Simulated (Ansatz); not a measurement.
# AlH5O (Al(H2O)H3): levels of theory compared

We compute a comparison of 5 runs (UPBE/STO-3G, UPBE0/STO-3G, wB97M-V/STO-3G, CCSDTQ/STO-3G, UCCSD(T)/STO-3G) of AlH5O (Al(H2O)H3). 

The results are computed with Ansatz 0.2.0.

53 further runs of the same task are left out: 1 that didn't finish, 52 set aside as unsound or not needed.

### Step 1. The system as given

AlH5O has 7 atoms, charge 0, and is taken as a singlet. As SMILES, `[H][Al]([H])([H])<-[OH2]`. The H5–Al1 distance was set to 1.966 Å, away from the relaxed value.

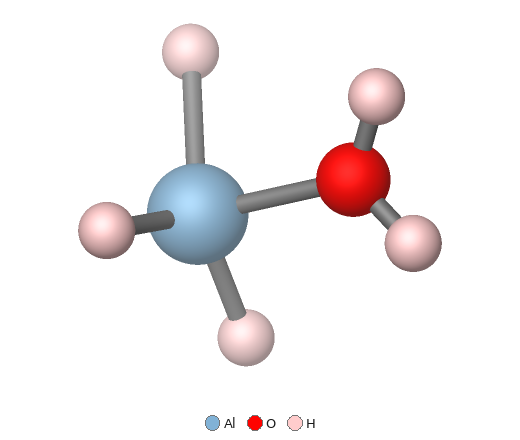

Viewed from a chosen angle; aluminium light blue, oxygen red, hydrogen pink.

### Step 2. A single-point energy at UPBE/STO-3G (run 1)

molecule.yaml reads:

```yaml
crystal:
  periodic: [false, false, false]
  atoms:
    - {symbol: Al, position_ang: [-0.354076, -0.069110, -0.852903]}
    - {symbol: O, position_ang: [-0.417186, 0.032310, 1.034157]}
    - {symbol: H, position_ang: [-1.126946, -0.325270, 1.580927]}
    - {symbol: H, position_ang: [0.195714, 0.562380, 1.556387]}
    - {symbol: H, position_ang: [1.607200, -0.040110, -0.978390]}
    - {symbol: H, position_ang: [-1.127986, 1.239980, -1.244433]}
    - {symbol: H, position_ang: [-1.130196, -1.434980, -0.945163]}
basis:
  gaussian: {orbitals: STO-3G}
hamiltonian: {xc: {name: PBE}}
accuracy: high
magnetization: {spin_polarized: true, initial_magnetization: 0}
```

The run is started by

```
$ ansatz run molecule.yaml --threads 1 --pin off --max-ram 2610MiB --events-out events.jsonl --progress --plain --runs-dir runs
```

Standard output:

```text
Warning: RAYON_NUM_THREADS=1 ignored (pool sized by the plan → 1); use --threads N
Functional definition: PBE
  name "PBE"
  parameter kappa = 0.804
  parameter beta = 0.06672455060314922
  exchange = pbe_x(kappa = kappa, mu = beta*pi^2/3)
  correlation = pbe_c(beta = beta)
336 factors; integrals over basis functions are off by at most 4.7e-9 eV
mean field evaluation 1: about -8606.0319 eV, gradient 1.7e1 eV
mean field evaluation 2: about -8604.8878 eV, gradient 2.0e1 eV
mean field evaluation 4: about -8608.3269 eV, gradient 5.7e-1 eV
mean field evaluation 8: about -8608.2578 eV, gradient 7.8e-3 eV
mean field evaluation 16: about -8608.2578 eV, gradient 1.7e-8 eV
mean field -8608.25782293 eV, -316.3476401060 hartree, gradient 1.6e-8 eV, S^2 0.000000; 0 other end points of the search recorded, 0 dependent functions left out
reference -8608.25782506 eV, -316.3476401844 hartree; 13, 13 occupied and 6, 6 virtual orbitals, 336 factors
Total energy: -8608.25782506 eV, -316.3476401844 hartree
```

Wall time 1.8 s (1 thread of Arm Neoverse V2, shared host); peak memory 0.14 GiB.

### Step 3. A single-point energy at UPBE0/STO-3G (run 2)

run.yaml reads:

```yaml
crystal:
  periodic: [false, false, false]
  atoms:
    - {symbol: Al, position_ang: [-0.354076, -0.069110, -0.852903]}
    - {symbol: O, position_ang: [-0.417186, 0.032310, 1.034157]}
    - {symbol: H, position_ang: [-1.126946, -0.325270, 1.580927]}
    - {symbol: H, position_ang: [0.195714, 0.562380, 1.556387]}
    - {symbol: H, position_ang: [1.607200, -0.040110, -0.978390]}
    - {symbol: H, position_ang: [-1.127986, 1.239980, -1.244433]}
    - {symbol: H, position_ang: [-1.130196, -1.434980, -0.945163]}
basis:
  gaussian: {orbitals: STO-3G}
magnetization: {spin_polarized: true, initial_magnetization: 0}
hamiltonian: {xc: pbe0}
accuracy: high
```

The run is started by

```
$ ansatz run run.yaml --threads 1 --pin off --max-ram 2610MiB --events-out events.jsonl --progress --plain --runs-dir runs
```

Standard output:

```text
Warning: RAYON_NUM_THREADS=1 ignored (pool sized by the plan → 1); use --threads N
Functional definition: PBE0
  name "PBE0"
  parameter a = 0.25
  parameter kappa = 0.804
  parameter beta = 0.06672455060314922
  exchange = (1 - a)*pbe_x(kappa = kappa, mu = beta*pi^2/3) + a*exact_x
  correlation = pbe_c(beta = beta)
336 factors; integrals over basis functions are off by at most 4.7e-9 eV
mean field evaluation 1: about -8608.2161 eV, gradient 1.4e1 eV
mean field evaluation 2: about -8608.9043 eV, gradient 1.0e1 eV
mean field evaluation 4: about -8609.7741 eV, gradient 2.3e-1 eV
mean field evaluation 8: about -8609.7273 eV, gradient 2.0e-4 eV
mean field -8609.72733019 eV, -316.4016435016 hartree, gradient 2.8e-8 eV, S^2 0.000000; 0 other end points of the search recorded, 0 dependent functions left out
reference -8609.72733179 eV, -316.4016435604 hartree; 13, 13 occupied and 6, 6 virtual orbitals, 336 factors
Total energy: -8609.72733179 eV, -316.4016435604 hartree
```

It took 1.7 s on 1 thread of Arm Neoverse V2, shared host; peak memory 0.14 GiB.

Runs 3 to 4 aren't shown in full; the table further down has their settings and results.

### Step 4. The energy at UCCSD(T)/STO-3G (run 5)

in.yaml reads:

```yaml
crystal:
  periodic: [false, false, false]
  atoms:
    - symbol: Al
      position_ang: [-0.354076, -0.069110, -0.852903]
    - symbol: O
      position_ang: [-0.417186, 0.032310, 1.034157]
    - symbol: H
      position_ang: [-1.126946, -0.325270, 1.580927]
    - symbol: H
      position_ang: [0.195714, 0.562380, 1.556387]
    - symbol: H
      position_ang: [1.607200, -0.040110, -0.978390]
    - symbol: H
      position_ang: [-1.127986, 1.239980, -1.244433]
    - symbol: H
      position_ang: [-1.130196, -1.434980, -0.945163]
basis:
  gaussian: {orbitals: STO-3G}
magnetization: {spin_polarized: true, initial_magnetization: 0}
correlation: {method: ccsd_t, frozen_orbitals: {Al: 5, H: 0, O: 1}}
accuracy: high
scf: {omitted_lower_state_checks: [cluster_reference, increment]}
```

The run is started by

```
$ ansatz run in.yaml --threads 1 --pin off --max-ram 2610MiB --events-out events.jsonl --progress --plain --runs-dir runs
```

Standard output (excerpt; [...] marks lines left out):

```text
Warning: RAYON_NUM_THREADS=1 ignored (pool sized by the plan → 1); use --threads N
Functional definition: HF
  name "HF"
[...]
336 factors; integrals over basis functions are off by at most 4.7e-9 eV
[...]
mean field -8589.94172460 eV, -315.6745359075 hartree, gradient 1.5e-8 eV, S^2 0.000000; 0 other end points of the search recorded, 0 dependent functions left out
6 core orbitals not correlated: weight in the atoms' cores, before any rotation towards them, 0.999 or more for the frozen orbitals, at most 0.000 for the correlated occupied ones
reference -8589.94172460 eV, -315.6745359075 hartree; 7, 7 occupied and 6, 6 virtual orbitals, 336 factors
second order -2.22143637 eV of doubles, -0.00000000 eV of singles
cycle   1  -2.79073375 eV  change   -5.7e-1 eV  update   6.7e-2
[...]
cycle  18  -3.10996831 eV  change   -1.3e-9 eV  update  7.6e-10
perturbative correction -0.02536454 eV, -0.0009321297 hartree
Total energy: -8593.07705746 eV, -315.7897572648 hartree
Checks for a lower state left out: cluster_reference, increment
```

Wall time 0.18 s (1 thread of Arm Neoverse V2, shared host).

### Step 5. All runs side by side

```
run            level  frozen core orbitals  energy (Eh)  wall time
  1      UPBE/STO-3G                     –  -316.347640      1.8 s
  2     UPBE0/STO-3G                     –  -316.401644      1.7 s
  3   wB97M-V/STO-3G                     –  -316.596039       17 s
  4    CCSDTQ/STO-3G                     6  -315.790048      3.6 s
  5  UCCSD(T)/STO-3G                     6  -315.789757     0.18 s
```

### Step 6. What came out

```
                                          quantity          value
                               run 5: total energy  -315.78976 Eh
run 5: correlation energy (6 core orbitals frozen)     -115.2 mEh
                             run 5: (T) correction      -0.93 mEh
                              run 5: T1 diagnostic          0.010
```

What this shows: Totals of different functionals can't be ranked against each other. In runs 1, 2, 3, 4, 5 the basis is minimal, so the values are rough. All runs together took 24 s, the longest 17 s.
